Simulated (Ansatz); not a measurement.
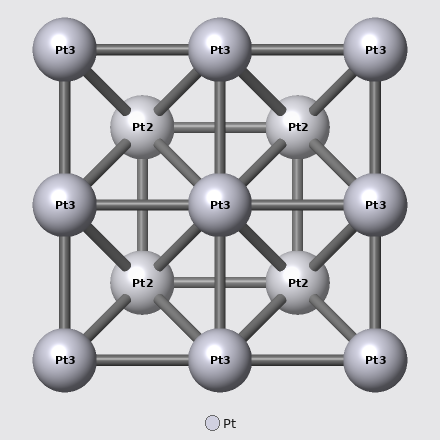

The system is H on a Pt(100) slab cut from the Fm-3m phase, its upper half relaxed before the scan (3 atoms of substrate and one adsorbate in a 1 × 1 cell); the picture shows it without the atoms that are moved over the map. H is moved over the surface cell; relaxed at each place: the height of the adsorbate's atoms; substrate rigid; the origin of the map has the adsorbate above Pt3. Places are given modulo a cell vector. The map is drawn in real space over the plane of the surface. The grid has 6 × 6 points; 10 points were computed and 26 follow by symmetry. Energies: meV, counted from the lowest grid point. With one adsorbate in each 1 × 1 cell, its nearest image is 2.8 Å away, so neighbouring adsorbates interact. Level of theory: DFT PBEsol, scalar-relativistic, plane waves, PAW (Ansatz). Settings: cutoff 420 eV, k-mesh 10×10×1, gaussian smearing 0.1 eV, no spin polarisation.

Range: position of H4 along the first surface vector from 0.000 to 0.833; position of H4 along the second surface vector from 0.000 to 0.833.

**What landscape does the calculation give?**

The lowest grid point is at a bridge site between two Pt atoms, (0/6, 3/6) of the cell vectors; the map holds 2 wells of about this depth. The highest grid point, a fourfold hollow over a second-layer Pt atom, (3/6, 3/6) of the cell vectors, lies 371 meV above the lowest. On the interpolated surface the easiest way out of the lowest well to a well of about the same depth near a bridge site between two Pt atoms, (3/6, 0/6) of the cell vectors passes a barrier of about 250 meV. At the lowest point the adsorbate has 2 Pt at 1.75 Å as nearest neighbours, at the highest 4 Pt at 2.05 Å. Its relaxed height above the top atom is 1.08 Å at the lowest and 0.59 Å at the highest point.

```csv
"second ↓, first →",0/6,1/6,2/6,3/6,4/6,5/6
5/6,245,252,206,67,206,252
4/6,174,206,252,240,252,206
3/6,0,67,240,371,240,67
2/6,174,206,252,240,252,206
1/6,245,252,206,67,206,252
0/6,246,245,174,0,174,245
```

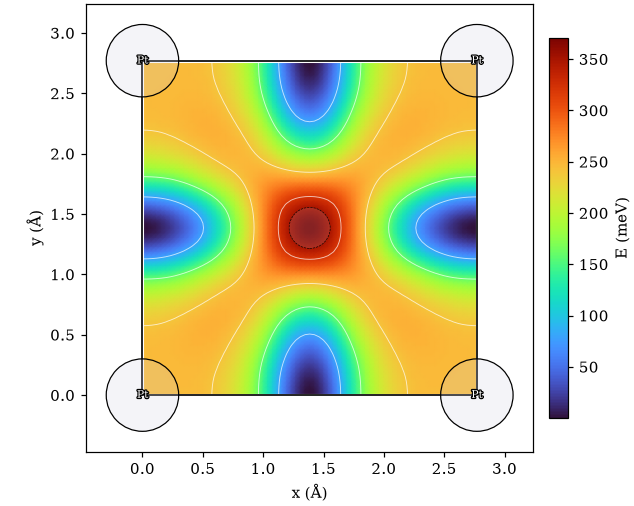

Drawn: a smooth colour map with a few white contour lines, labelled circles for the atoms of the top layer and small ones for the second layer, the outline of one cell of the plane. Between grid points the surface is interpolated.

Each point was launched as `ansatz run input.yaml --threads 1 --pin off --max-ram 3072MiB --backend cpu --events-out ev --progress --plain --runs-dir out`. The whole map (10 points run) took 7.1 min on 1 thread of Arm Neoverse V2, on a shared host.

PAW datasets: the set soft_1.
